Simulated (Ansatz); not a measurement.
# Ta3CdB: from a guess to a relaxed structure, part 3 of 3

The task: take a trial cell of Ta3CdB to zero force and stress.

Ansatz 0.2.0; DFT PBE, scalar-relativistic, plane waves, PAW. Earlier steps stand in the parts before.

### Step 4. Relaxation on the finer mesh

The end of the coarse run is made exact in the group found at a tolerance of 0.06 Å and reduced to its primitive cell.

Input file input.yaml:

```yaml
crystal:
  lattice:
    - [4.9036613365, 0.0, 0.0]
    - [0.0, 4.9036613365, 0.0]
    - [0.0, 0.0, 4.9036613365]
  atoms:
    - { symbol: Ta, position: [0.0, 0.5, 0.5] }
    - { symbol: Ta, position: [0.5, 0.0, 0.5] }
    - { symbol: Ta, position: [0.5, 0.5, 0.0] }
    - { symbol: Cd, position: [0.5, 0.5, 0.5] }
    - { symbol: B, position: [0.0, 0.0, 0.0] }
basis:
  ecutwfc: 420
kpoints:
  mp_grid: { grid: [8, 8, 8] }
hamiltonian:
  xc: pbe
scf:
  occupations: { method: gaussian, width: 0.1 }
output:
  forces: true
  stress: true
  eigenvalues: true
  write_density: true
  write_potential: true
  elf: true
  volumetric_format: npy
relax:
  adjacent_minimum: "off"
  f_tol: 0.01
  max_steps: 80
  cell: { stress_tol: 0.05 }
```

Started as:

```bash
ansatz run input.yaml --threads 1 --pin off --max-ram 2048MiB --backend cpu --events-out ev --progress --plain --runs-dir out
```

The program printed:

```text
Warning: RAYON_NUM_THREADS=1 ignored (pool sized by the plan → 1); use --threads N
Engine: ansatz 0.2.0, aarch64-unknown-linux-gnu
Pseudopotentials: kind: paw
Pseudopotential: Ta, paw, valence charge 13, recommended cutoff 420 eV (normal), Ta.paw.azcp
Pseudopotential: Cd, paw, valence charge 20, recommended cutoff 420 eV (normal), Cd.paw.azcp
Pseudopotential: B, paw, valence charge 3, recommended cutoff 420 eV (normal), B.paw.azcp
Functional definition: PBE
  parameter kappa = 0.804
  parameter beta = 0.06672455060314922
  exchange = pbe_x(kappa = kappa, mu = beta*pi^2/3)
  correlation = pbe_c(beta = beta)
Crystal: 5 atoms, lattice volume = 117.913 Å³
Basis set: ecut = 420 eV, 2325 PW (Γ), exchange–correlation on 72×72×72 points (8 copies of the dense FFT grid, shifted against one another)
Bands: 38, of which v1, the nominal top of the filled ones, is band 31 counted from 1 (30 counted from 0)
Symmetry: 48 space group operations
Space group: Pm-3m (ITA 221), of the structure as read, at distance tolerance 4.9e-5 Å
k-points: 35 of 512
Non-local potential: Ta, projectors of the file, l = 0: 3, l = 1: 2, l = 2: 2, l = 3: 1
Non-local potential: Cd, projectors of the file, l = 0: 3, l = 1: 2, l = 2: 2, l = 3: 1
Non-local potential: B, projectors of the file, l = 0: 2, l = 1: 2, l = 2: 1
PAW form: soft (Blöchl's): semilocal exchange-correlation on the pseudo side does not see the compensation charge
PAW one-centre angular grid: Ta, 590 points (default); XC on 64 Gauss nodes
PAW one-centre angular grid: Cd, 590 points (default); XC on 64 Gauss nodes
PAW one-centre angular grid: B, 110 points (default); XC on 64 Gauss nodes
Initial density: superposition of atomic densities (neutral atoms: chi_scale 0, normalization atom), corrected by the library's trained network
Initial wavefunctions: pseudopotential atomic-orbital guess
Functional: x = pbe(κ = 0.804, μ = 0.2195149727645171), c = pbe(β = 0.06672455060314922)
SCF iter   1: F=—  HF=-38192.053827 eV  |F-HF|=—  |Δ(HF+E_count)|=         —  Δρ=6.73e-3  dr2=4.64e-2  ethr=1.77e-3  ⟨swp⟩=4.7  Hψ=4508  notcnv=0
preconditioner: auto → Kerker (q_TF=auto, 2.451 Å⁻¹)  [metal: Δε(μ)=0.033 eV  Ē_g=6.143 eV  σ=0.100 eV  W_gap=0.18  n_scr=26 (ndim 8)  ℏωp=18.7 eV  f_vac=0.000  D(μ)=2.92/eV (n_scr^D=18)]
SCF iter   2: F=—  HF=-38192.049250 eV  |F-HF|=—  |Δ(HF+E_count)|=   4.58e-3  Δρ=3.20e-3  dr2=1.38e-2  ethr=7.49e-5  ⟨swp⟩=2.0  Hψ=1802  notcnv=0  defer=1
SCF iter   3: F=—  HF=-38192.047176 eV  |F-HF|=—  |Δ(HF+E_count)|=   2.07e-3  Δρ=8.54e-4  dr2=1.62e-3  ethr=2.23e-5  ⟨swp⟩=2.0  Hψ=1460  notcnv=0  defer=2
SCF iter   4: F=—  HF=-38192.046888 eV  |F-HF|=—  |Δ(HF+E_count)|=   2.88e-4  Δρ=3.11e-4  dr2=2.15e-4  ethr=2.61e-6  ⟨swp⟩=2.3  Hψ=1921  notcnv=0  defer=2
SCF iter   5: F=—  HF=-38192.046841 eV  |F-HF|=—  |Δ(HF+E_count)|=   4.69e-5  Δρ=8.15e-5  dr2=5.50e-6  ethr=3.47e-7  ⟨swp⟩=2.0  Hψ=1721  notcnv=0  defer=2
SCF iter   6: F=—  HF=-38192.046875 eV  |F-HF|=—  |Δ(HF+E_count)|=   3.38e-5  Δρ=1.53e-5  dr2=3.63e-7  ethr=8.87e-9  ⟨swp⟩=2.0  Hψ=1623  notcnv=0  defer=2
SCF iter   7: F=-38192.046875 eV  HF=-38192.046875 eV  |F-HF|=7.63e-9  |Δ(HF+E_count)|=   7.43e-8  Δρ=3.10e-6  dr2=1.92e-8  ethr=1.61e-10  ⟨swp⟩=12.3  Hψ=8479  notcnv=0
SCF 1 converged in 7 iterations: F = -38192.046875 eV  dr2 = 1.92e-8
relax step   1: F+E_penalty+E_count = -38192.04687526 eV  Δ(F+E_penalty+E_count) = +0.000e0 eV  max|allowed force component| = 4.639e-29 eV/Å  Δτ_max = 0.0000 Å  P = -0.144 GPa  Ω = 117.913 Å³  (7 SCF iters, dr2 threshold 1.00e-7 eV, accepted)
Crystal: 5 atoms, lattice volume = 117.608 Å³
Initial density: handed on by an earlier stage of this run
Initial wavefunctions: those handed on with the density
iter 1 solved again at ethr=6.77e-8 eV; its pass at ethr=3.10e-3 eV (dr2=4.20e-5 eV) is discarded
SCF iter   1: F=—  HF=-38192.046996 eV  |F-HF|=—  |Δ(HF+E_count)|=         —  Δρ=1.82e-4  dr2=6.12e-5  ethr=6.77e-8  ⟨swp⟩=2.1  Hψ=6143  notcnv=0
preconditioner: auto → Kerker (q_TF=auto, 2.452 Å⁻¹)  [metal: Δε(μ)=0.026 eV  Ē_g=6.171 eV  σ=0.100 eV  W_gap=0.15  n_scr=26 (ndim 8)  ℏωp=18.8 eV  f_vac=0.000  D(μ)=2.73/eV (n_scr^D=18)]
SCF iter   2: F=—  HF=-38192.047015 eV  |F-HF|=—  |Δ(HF+E_count)|=   1.90e-5  Δρ=8.21e-5  dr2=1.08e-5  ethr=6.77e-8  ⟨swp⟩=2.0  Hψ=1783  notcnv=0
SCF iter   3: F=—  HF=-38192.047013 eV  |F-HF|=—  |Δ(HF+E_count)|=   2.03e-6  Δρ=2.38e-5  dr2=6.28e-7  ethr=1.75e-8  ⟨swp⟩=2.0  Hψ=1789  notcnv=0
SCF iter   4: F=—  HF=-38192.047013 eV  |F-HF|=—  |Δ(HF+E_count)|=   2.64e-8  Δρ=7.10e-6  dr2=5.93e-8  ethr=1.01e-9  ⟨swp⟩=2.0  Hψ=1805  notcnv=0
iter 5 did not close the SCF: its close was put off for the readings that it lacked (scf_convergence_deferred on its scf_iter line)
SCF iter   5: F=-38192.047013 eV  HF=-38192.047013 eV  |F-HF|=1.74e-9  |Δ(HF+E_count)|=   1.70e-9  Δρ=1.61e-6  dr2=4.54e-9  ethr=9.57e-11  ⟨swp⟩=2.3  Hψ=2008  notcnv=0
SCF iter   6: F=-38192.047013 eV  HF=-38192.047013 eV  |F-HF|=1.60e-10  |Δ(HF+E_count)|=  5.60e-10  Δρ=4.05e-7  dr2=3.64e-10  ethr=7.32e-12  ⟨swp⟩=5.3  Hψ=6877  notcnv=0
SCF 2 converged in 6 iterations: F = -38192.047013 eV  dr2 = 3.64e-10
relax step   2: F+E_penalty+E_count = -38192.04701326 eV  Δ(F+E_penalty+E_count) = -1.380e-4 eV  max|allowed force component| = 2.599e-28 eV/Å  Δτ_max = 0.0000 Å  P = +0.103 GPa  Ω = 117.608 Å³  energy of the carried Pulay correction = +9.833e-5 eV  (6 SCF iters, dr2 threshold 5.17e-8 eV, accepted)
Crystal: 5 atoms, lattice volume = 117.735 Å³
iter 1 solved again at ethr=1.16e-8 eV; its pass at ethr=3.10e-3 eV (dr2=7.17e-6 eV) is discarded
SCF iter   1: F=—  HF=-38192.046984 eV  |F-HF|=—  |Δ(HF+E_count)|=         —  Δρ=7.58e-5  dr2=1.06e-5  ethr=1.16e-8  ⟨swp⟩=2.1  Hψ=6157  notcnv=0
preconditioner: auto → Kerker (q_TF=auto, 2.452 Å⁻¹)  [metal: Δε(μ)=0.026 eV  Ē_g=6.170 eV  σ=0.100 eV  W_gap=0.15  n_scr=26 (ndim 8)  ℏωp=18.7 eV  f_vac=0.000  D(μ)=2.75/eV (n_scr^D=18)]
SCF iter   2: F=—  HF=-38192.047013 eV  |F-HF|=—  |Δ(HF+E_count)|=   2.88e-5  Δρ=3.43e-5  dr2=1.87e-6  ethr=1.16e-8  ⟨swp⟩=2.0  Hψ=1810  notcnv=0
SCF iter   3: F=—  HF=-38192.047013 eV  |F-HF|=—  |Δ(HF+E_count)|=   3.54e-7  Δρ=9.94e-6  dr2=1.10e-7  ethr=3.01e-9  ⟨swp⟩=2.0  Hψ=1805  notcnv=0
iter 4 did not close the SCF: its close was put off for the readings that it lacked (scf_convergence_deferred on its scf_iter line)
SCF iter   4: F=-38192.047013 eV  HF=-38192.047013 eV  |F-HF|=3.01e-9  |Δ(HF+E_count)|=   4.79e-9  Δρ=2.94e-6  dr2=9.92e-9  ethr=1.77e-10  ⟨swp⟩=2.0  Hψ=1799  notcnv=0
iter 5 did not close the SCF: its close was put off for the readings that it lacked (scf_convergence_deferred on its scf_iter line)
SCF iter   5: F=-38192.047013 eV  HF=-38192.047013 eV  |F-HF|=2.62e-10  |Δ(HF+E_count)|=  2.26e-10  Δρ=6.68e-7  dr2=7.65e-10  ethr=1.60e-11  ⟨swp⟩=2.4  Hψ=2052  notcnv=0
SCF iter   6: F=-38192.047013 eV  HF=-38192.047013 eV  |F-HF|=3.64e-11  |Δ(HF+E_count)|=  8.73e-11  Δρ=1.71e-7  dr2=6.48e-11  ethr=1.23e-12  ⟨swp⟩=4.9  Hψ=6478  notcnv=0
SCF 3 converged in 6 iterations: F = -38192.047013 eV  dr2 = 6.48e-11
relax step   3: F+E_penalty+E_count = -38192.04701285 eV  Δ(F+E_penalty+E_count) = +4.069e-7 eV  max|allowed force component| = 8.601e-29 eV/Å  Δτ_max = 0.0000 Å  P = -0.000 GPa  Ω = 117.735 Å³  energy of the carried Pulay correction = +5.739e-5 eV  (6 SCF iters, dr2 threshold 2.64e-8 eV, accepted)
Initial wavefunctions: pseudopotential atomic-orbital guess (no wavefunctions were taken with the density)
iter 1 solved again at ethr=5.24e-7 eV; its pass at ethr=3.10e-3 eV (dr2=3.25e-4 eV) is discarded
SCF iter   1: F=—  HF=-38192.046921 eV  |F-HF|=—  |Δ(HF+E_count)|=         —  Δρ=3.19e-6  dr2=2.22e-9  ethr=5.24e-7  ⟨swp⟩=3.0  Hψ=7905  notcnv=0
eigensolver tolerance schedule: the retry pair's looser diagonalisation over-reported the residual by 146026.52 of it (diagonalisation noise at an unbounded share of the residual, at the tolerance the schedule requests for it); recorded, not acted on — ethr = c·dr2/N_el stays at c = 1.0e-1
preconditioner: auto → Kerker (q_TF=auto, 2.452 Å⁻¹)  [metal: Δε(μ)=0.026 eV  Ē_g=6.169 eV  σ=0.100 eV  W_gap=0.15  n_scr=26 (ndim 8)  ℏωp=18.7 eV  f_vac=0.000  D(μ)=2.75/eV (n_scr^D=18)]
SCF iter   2: F=—  HF=-38192.046953 eV  |F-HF|=—  |Δ(HF+E_count)|=   3.20e-5  Δρ=1.54e-6  dr2=4.42e-10  ethr=3.59e-12  ⟨swp⟩=3.6  Hψ=3390  notcnv=0
SCF iter   3: F=—  HF=-38192.046953 eV  |F-HF|=—  |Δ(HF+E_count)|=  5.89e-10  Δρ=4.86e-7  dr2=5.13e-11  ethr=1.00e-12  ⟨swp⟩=2.8  Hψ=1851  notcnv=0
iter 4 did not close the SCF: its close was put off for the readings that it lacked (scf_convergence_deferred on its scf_iter line)
SCF iter   4: F=-38192.046953 eV  HF=-38192.046953 eV  |F-HF|=1.46e-11  |Δ(HF+E_count)|=  5.82e-11  Δρ=4.52e-8  dr2=2.38e-12  ethr=1.00e-12  ⟨swp⟩=1.0  Hψ=1330  notcnv=0
iter 5 did not close the SCF: its close was put off for the readings that it lacked (scf_convergence_deferred on its scf_iter line)
SCF iter   5: F=-38192.046953 eV  HF=-38192.046953 eV  |F-HF|=7.28e-12  |Δ(HF+E_count)|=  2.91e-11  Δρ=1.70e-8  dr2=6.32e-13  ethr=1.00e-12  ⟨swp⟩=1.0  Hψ=1330  notcnv=0
iter 6 did not close the SCF: its close was put off for the readings that it lacked (scf_convergence_deferred on its scf_iter line)
SCF iter   6: F=-38192.046953 eV  HF=-38192.046953 eV  |F-HF|=0.00e0  |Δ(HF+E_count)|=  7.28e-12  Δρ=5.01e-9  dr2=4.59e-14  ethr=1.00e-12  ⟨swp⟩=1.0  Hψ=1330  notcnv=0
iter 7 did not close the SCF: its close was put off for the readings that it lacked (scf_convergence_deferred on its scf_iter line)
SCF iter   7: F=-38192.046953 eV  HF=-38192.046953 eV  |F-HF|=0.00e0  |Δ(HF+E_count)|=  7.28e-12  Δρ=1.03e-9  dr2=2.23e-15  ethr=1.00e-12  ⟨swp⟩=1.0  Hψ=1330  notcnv=0
SCF iter   8: F=-38192.046953 eV  HF=-38192.046953 eV  |F-HF|=0.00e0  |Δ(HF+E_count)|=  1.46e-11  Δρ=4.66e-10  dr2=2.28e-16  ethr=1.00e-12  ⟨swp⟩=2.0  Hψ=3214  notcnv=0
SCF 4 converged in 8 iterations: F = -38192.046953 eV  dr2 = 2.28e-16
relax step   4: F+E_penalty+E_count = -38192.04695274 eV  Δ(F+E_penalty+E_count) = +6.011e-5 eV  max|allowed force component| = 3.150e-29 eV/Å  Δτ_max = 0.0000 Å  P = -0.001 GPa  Ω = 117.735 Å³  stress off target by 6.12e-4 GPa  SCF on the basis re-selected at this cell (its energy is not comparable with the rows above)  (8 SCF iters)
basis re-selected at this cell: Δ(F+E_penalty+E_count) = +6.011e-5 eV, ΔP = -0.000 GPa vs the last step (what re-selecting the basis moved, of the pressure what is left beyond the Pulay correction that the steps carried, after the strain that the cell walked since its last selection, with what the two solves' SCF thresholds leave and, on support functions, any second-order correction that the steps lacked; it is no measure of the basis error at this ecutwfc). This SCF's stress stands 6.12e-4 GPa from its target on what of the cell is left free (relax.cell.stress_tol is 5.00e-2 GPa) and its largest allowed force component is 3.15e-29 eV/Å (relax.f_tol is 1.00e-2 eV/Å): within both
SCF converged after 8 iterations
Free energy (F): -38192.046953 eV
Harris-Foulkes:  -38192.046953 eV  (|F-HF|=0.00e0)
Internal energy: -38192.033194 eV  (E = F + TS)
E sigma→0 (E₀):  -38192.040074 eV
Entropy (-TS):   -0.013758 eV (-2.752 meV/atom)
Fermi energy:    11.119664 eV
--- Per-component energies (eV) ---
  E_band       = -1106.325553
  E_kinetic    = 1627.567535
  E_local      = -7826.442417  (includes V_loc(G=0)·N_el)
  E_nonlocal   = 82.845015
  E_hartree    = 3367.986179
  E_xc         = -853.566559
  E_vxc        = -857.942497  (∫ρ·V_xc dr)
  E_paw        = -29343.413816  (= ΣΔE_a)
  E_vpaw       = -868.325993  (= ΣTr[D̂ρ^β])
  E_aug_tail   = 0.000446  (compensation charges beyond the density's cutoff)
  E_ewald      = -5247.009577
  E_smearing   = -0.013758  (= −TS)
  E_closure    = -0.000000  (closes the sum)
  Σ components = -38192.046953   (vs F -38192.046953, Δ=0.00e0)
--- Forces (eV/Å), atoms counted from 1 ---
  atom   1  Ta     0.00000000    -0.00000000    -0.00000000
  atom   2  Ta    -0.00000000    -0.00000000     0.00000000
  atom   3  Ta     0.00000000     0.00000000     0.00000000
  atom   4  Cd     0.00000000    -0.00000000     0.00000000
  atom   5  B      0.00000000    -0.00000000    -0.00000000
  max |Σ_I F_I| component: 5.29e-29 eV/Å
--- Stress (GPa, compression-positive) ---
       -0.000612       0.000000       0.000000
        0.000000      -0.000612      -0.000000
        0.000000      -0.000000      -0.000612
  P = ⅓ Tr σ = -0.0006 GPa (-0.006 kbar)
--- Band table (eV; the first three rows and the last of 35) ---
  k-point 0: bands = ["-92.8998", "-57.6061", "-57.5962", "-57.5962", "-53.9685", "-53.9685", "-53.9685", "-24.1470", "-24.1470", "-24.1470", "-24.0233", "-24.0233", "-24.0233", "-23.9935", "-23.9935", "-23.9935", "0.1597", "0.1597", "0.7548", "0.7548", "0.7548", "2.8437", "5.6713", "9.5023", "9.5023", "10.2605", "10.2605", "10.2605", "10.6542", "10.6542", "10.6542", "11.0612", "12.3617", "12.3617", "12.3617", "13.8645", "13.8645", "13.8645"]
  k-point 1: bands = ["-92.8997", "-57.6061", "-57.5971", "-57.5962", "-53.9685", "-53.9685", "-53.9672", "-24.1472", "-24.1443", "-24.1443", "-24.0242", "-24.0242", "-24.0235", "-24.0011", "-23.9956", "-23.9956", "0.1604", "0.2308", "0.7557", "0.7765", "0.7765", "2.9669", "5.7061", "9.1933", "9.6170", "10.2017", "10.2017", "10.2937", "10.5119", "10.5255", "10.5255", "11.2556", "12.2874", "12.4565", "12.4565", "13.1025", "13.4505", "13.4505"]
  k-point 2: bands = ["-92.8997", "-57.6060", "-57.5993", "-57.5962", "-53.9685", "-53.9685", "-53.9641", "-24.1477", "-24.1373", "-24.1373", "-24.0273", "-24.0273", "-24.0238", "-24.0192", "-24.0001", "-24.0001", "0.1623", "0.3961", "0.7580", "0.8298", "0.8298", "3.3418", "5.7547", "8.5757", "9.9463", "10.0526", "10.0526", "10.2685", "10.2685", "10.3836", "10.6439", "10.6621", "12.1016", "12.4445", "12.4445", "12.5139", "13.2439", "13.4826"]
  k-point 34: bands = ["-92.8994", "-57.6054", "-57.6054", "-57.6054", "-53.9598", "-53.9598", "-53.9598", "-24.2662", "-24.0962", "-24.0962", "-24.0962", "-24.0884", "-24.0884", "-23.9748", "-23.9748", "-23.9748", "1.0515", "1.0515", "1.0584", "1.0584", "1.0584", "5.8858", "6.9244", "6.9244", "6.9244", "7.4970", "10.2042", "10.2042", "10.2042", "10.8507", "10.8507", "10.8507", "11.2762", "11.2762", "11.2762", "11.8336", "12.8510", "12.8510"]
--- Relaxed structure (3 steps of the walk, 3 accepted, 1 SCFs on fresh bases) ---
  F+E_penalty+E_count = -38192.04695274 eV   max|allowed force component| = 3.150e-29 eV/Å   (the final SCF, on the basis selected at the relaxed cell)
  cell:  # Å, volume = 117.7349 Å³
    - [4.901191929366503, -7.623472696532807e-35, 6.419766481290785e-35]
    - [-1.4043239177823592e-34, 4.901191929366503, 8.024708101613481e-36]
    - [6.419766481290785e-35, 8.024708101613481e-36, 4.901191929366503]
  atoms:
    - { symbol: Ta, position: [1.6876125099982644e-37, 0.5, 0.5] }
    - { symbol: Ta, position: [0.5, -9.460858024188824e-38, 0.5] }
    - { symbol: Ta, position: [0.5, 0.5, 1.2784943402276052e-38] }
    - { symbol: Cd, position: [0.5, 0.5, 0.5] }
    - { symbol: B, position: [-3.6820636636146176e-37, 4.040042075125306e-37, -5.113977318045789e-38] }
```

Wall time 40 s (1 thread of Arm Neoverse V1, shared host); peak memory 0.45 GiB.

The steps of the relaxation:

```csv
step,energy from step 1 (eV/cell),largest force component (eV/Å),pressure (GPa),volume (Å³)
1,0.0000,0.0000,-0.14,117.91
2,-0.0001,0.0000,0.10,117.61
3,-0.0001,0.0000,0.00,117.73
4,-0.0001,0.0000,0.00,117.73
```

Step 1 is the start. Step 4 repeats the geometry before it on a plane-wave basis chosen anew for that cell, so its energy need not be comparable with the rows above.

|  | before | after | change |
| --- | --- | --- | --- |
| a (Å) | 4.904 | 4.901 | -0.1 % |
| b (Å) | 4.904 | 4.901 | -0.1 % |
| c (Å) | 4.904 | 4.901 | -0.1 % |
| volume (Å³/atom) | 23.58 | 23.55 | -0.2 % |
| shortest distance (Å) | 2.452 | 2.451 | -0.1 % |
| space group (0.01 Å) | Pm-3m | Pm-3m | same |

Forces and stress were held to the start's 48 operations: a distortion of lower symmetry was not tested.

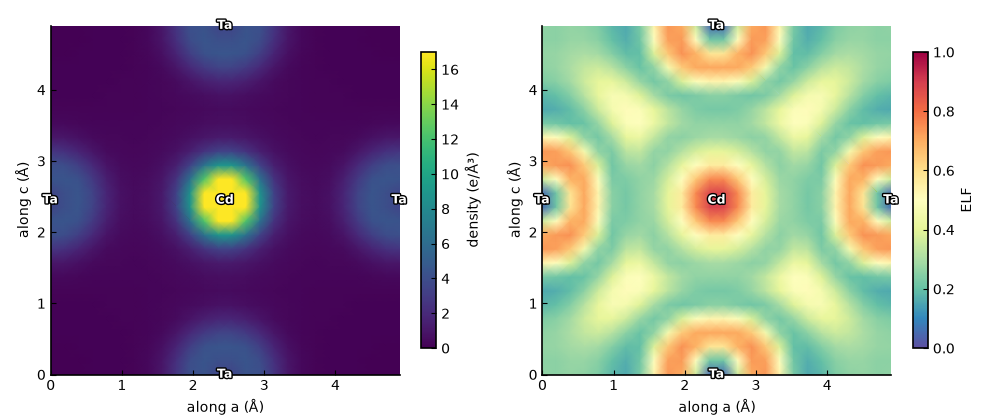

Density (left) and ELF (right) in a lattice plane of the grid's cell (edges 4.90 and 4.90 Å, at 0.500 of the third edge), which holds Ta and Cd. Only atoms in the plane are labelled; the density scale stops at 17.00 e/Å³. Both are smooth fields of the valence electrons: close to the nuclei they are not physical.

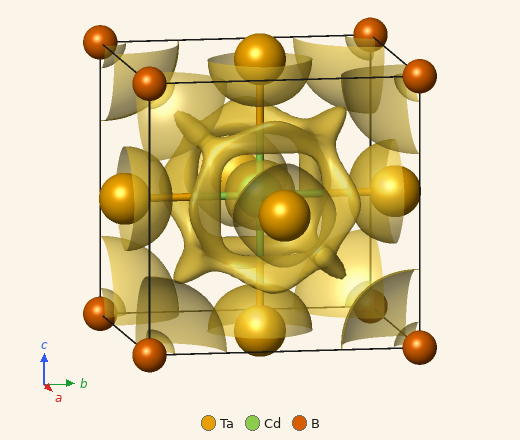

Surface of ELF = 0.45, drawn in one cell.

Outside the cores ELF peaks at 0.81 in the shell around B, 0.8 Å from B; 0.51 between the atoms, 1.7 Å from Ta.

### Step 5. Summary of results

The summary covers parts 1 to 3. Changes of volume or cell count from the first structure of part 1.

| quantity | value |
| --- | --- |
| symmetry at the end (tolerance 0.05 Å) | space group Pm-3m (No. 221) |
| conventional cell | a = 4.901 Å, b = 4.901 Å, c = 4.901 Å, α = 90.00°, β = 90.00°, γ = 90.00° |
| volume | 23.55 Å³/atom |
| energy over the elements | +3.02 eV/atom |
| gap on the mesh | none (metal) |

What this shows: The space group Pm-3m (No. 221) is kept, and the volume per atom grows by 29.9 % from the first guess. The formation energy is positive, so the separate elements lie lower. No finished test with a distortion of lower symmetry is shown, so the end may be a saddle point. Spin-orbit coupling is left out for Ta.
